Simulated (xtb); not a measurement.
## Geometry relaxation of C$_{3}$H$_{7}$Cl$_{2}$Ga (part 4 of 4)

C$_{3}$H$_{7}$Cl$_{2}$Ga (GaCl2(iPr)), SMILES C[CH](C)[Ga]([Cl])[Cl]; GFN1-xTB (xtb 6.7.1).  The settings are looser than a standard set-up, so the numbers are not reference values.

Geometry of the input (Å):
```
Ga 1.2976  1.4195  -0.0115
Cl 3.3495  1.6310  0.0071
Cl 0.2267  3.1266  -0.0600
C  0.2357  -0.5279  -0.0332
C  -0.6750  -0.5291  -1.1825
C  -0.5695  -0.5462  1.3616
H  1.0176  -1.2143  -0.1267
H  -0.2683  -0.4135  -2.2116
H  -1.3613  0.3408  -1.2782
H  -1.2762  -1.3398  -1.1274
H  -1.0710  -1.5058  1.3031
H  0.1477  -0.5636  2.0519
H  -1.2220  0.2818  1.4460
```

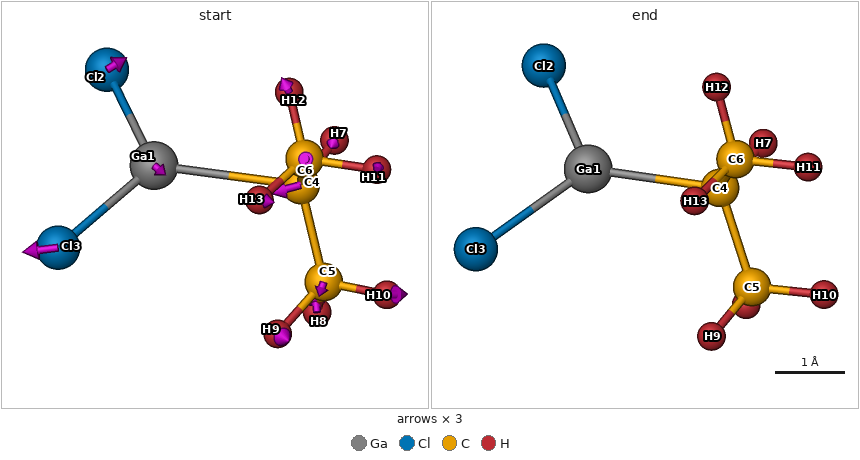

Before (left) and after (right) the relaxation, at one scale (ball-and-stick view, seen at a tilt). The pink arrows give the displacements, magnified 3 times. The largest move after the best rigid fit is that of Cl3, 0.18 Å. By element the largest moves are Cl 0.18 Å, C 0.16 Å, H 0.13 Å, Ga 0.08 Å. Among the contacts that change: Ga1–C4 2.218 → 2.012 Å, Ga1–Cl3 2.016 → 2.156 Å, C6–H12 0.996 → 1.094 Å, Ga1–Cl2 2.063 → 2.155 Å. Among the angles that change: H8–C5–H9 93.7° → 108.4°, C4–C5–H8 119.9° → 110.3°, C6–C4–H7 116.4° → 107.3°. The energy falls by 1.321 eV in 7 geometry steps. (Atoms are counted from 1 in the order of the input.)

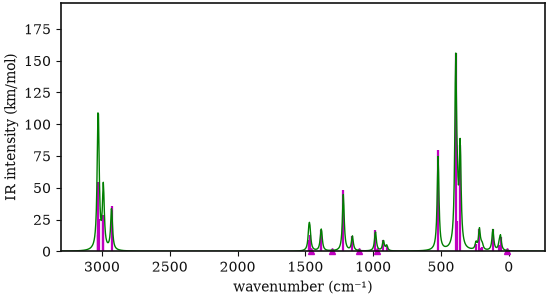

Harmonic infrared spectrum, unscaled: sticks (degenerate modes added up, dark ones marked on the axis) with a Lorentzian envelope of 16 cm⁻¹ full width, scaled to the tallest stick. 33 modes from 10 to 3030 cm⁻¹, none imaginary. The strongest line is at 391 cm⁻¹ (156 km/mol).

## Key numbers

| quantity | value |
| --- | --- |
| outcome | converged |
| electrons treated | 36 |
| total energy | −20.067113 hartree |
| dispersion energy | −0.005525 hartree |
| basis functions | 56 |
| HOMO | −11.63 eV |
| LUMO | −6.45 eV |
| zero-point energy | 0.093388 hartree |
| dipole moment | 4.41 D |
| wavenumbers, lowest and highest | 10 and 3030 cm⁻¹ |
| wall time | 3.5 s |
| peak memory | 0.074 GiB |

## Remarks

Settings chosen away from the usual ones: method = gfn1-xtb; task = optfreq; opt_level = loose; x = {}; partner = base. These settings are looser than, or depart from, a standard set-up, so the numbers are not reference values for this system. Notes on the run: -1- hessian_numhess: Hessian on incompletely optimized geometry!.
